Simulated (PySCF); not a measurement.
# C$_{4}$H$_{9}$AlF$_{2}$O: what the fields show

The calculation's input:

```
{"job": {"kind": "nmr", "xc": "PBE0", "basis": "pcSseg-1"}, "charge": 0, "multiplicity": 1}
C      3.038926    -0.032810    -0.409387
C      1.916982    -0.556287     0.060836
F      1.634294    -1.859945    -0.369684
Al     0.334128    -0.337444     1.279257
F      0.203973     0.942995     2.325659
O     -1.011351     0.182443     0.025717
C     -1.693663     1.416738    -0.073610
C     -1.343005    -0.734361    -0.997137
H      3.318310     0.964592    -0.119654
H      3.701740    -0.564160    -1.077595
H     -0.265042    -1.679903     1.716789
H     -2.774206     1.262460    -0.006137
H     -1.453632     1.915588    -1.016529
H     -1.358105     2.029439     0.760671
H     -0.772033    -1.640495    -0.803258
H     -1.072889    -0.332769    -1.977507
H     -2.411423    -0.964051    -0.975388
```

Launched as:

```sh
OMP_NUM_THREADS=1 python probes_run.py task.json out
```

Geometry: GFN2-xTB.

The calculation used PySCF 2.14.0, PBE0/pcSseg-1, SCF density, gas phase, non-relativistic.

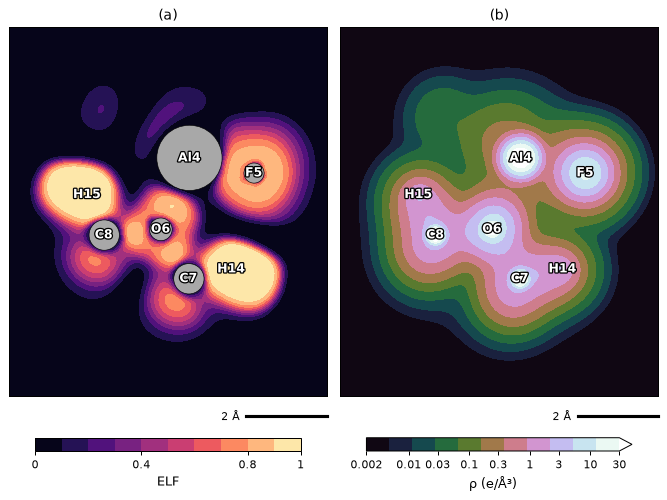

Figure 1. (a) electron localisation function; (b) electron density on the plane of atoms Al4, O6 and C8. Grey discs cover the atomic cores in the ELF map.

**Interpret the plot.**

- Atoms in the plane: Al, F, O, C and H.
- C–O (1.41 Å): the density is about 2 e/Å³ at the midpoint, with its minimum of 1.7 e/Å³ about 0.5 Å from C; the ELF peaks at about 0.90 between the atoms, as expected for a shared but strongly polarised pair.
- Al–F (1.66 Å): ρ at the midpoint is about 0.83 e/Å³; the ELF peaks at about 0.85 in the valence shell of F, 0.5 Å from its nucleus, and is about 0.35 at the midpoint.
- Al–O (1.91 Å): the density is about 0.49 e/Å³ at the midpoint; the ELF peaks at about 0.90 in the valence shell of O, 0.6 Å from its nucleus, and is about 0.45 at the midpoint.
- C–H (1.09 Å): the density is about 2.1 e/Å³ at the midpoint; the ELF climbs to about 1 towards the hydrogen, as it does in any bond to H; an ordinary covalent bond to hydrogen.
- The ELF also peaks beside F5, away from the bonds: lone-pair regions.

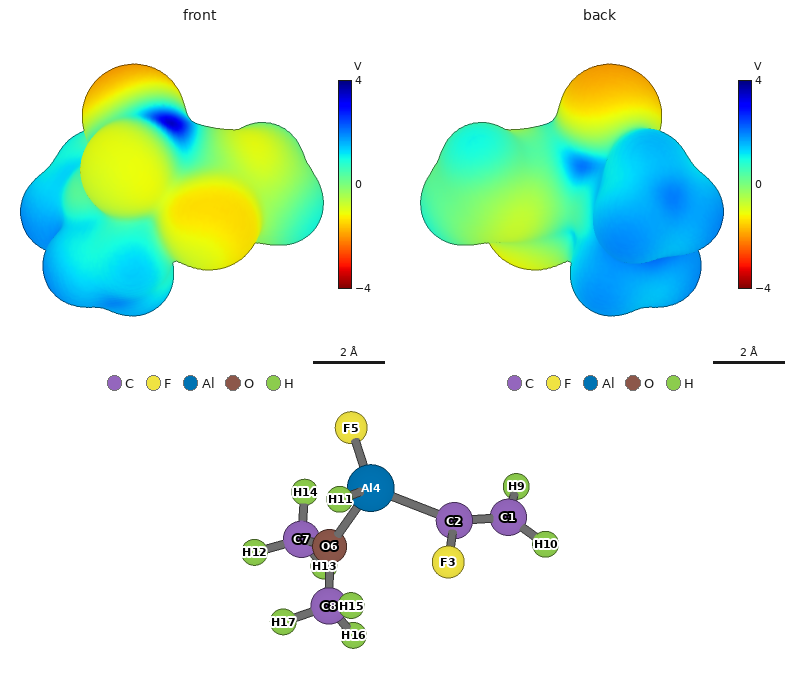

Figure 2. The molecular electrostatic potential painted on the density surface at 0.004 e/bohr³, seen from the front and from behind; the colour scale runs from red (negative) to blue (positive). The bare structure is drawn below in the same view.

**Describe the electrostatic potential map.**

The most negative region (about −1.9 V) lies over F5, the most positive (about +2.9 V) over Al4.
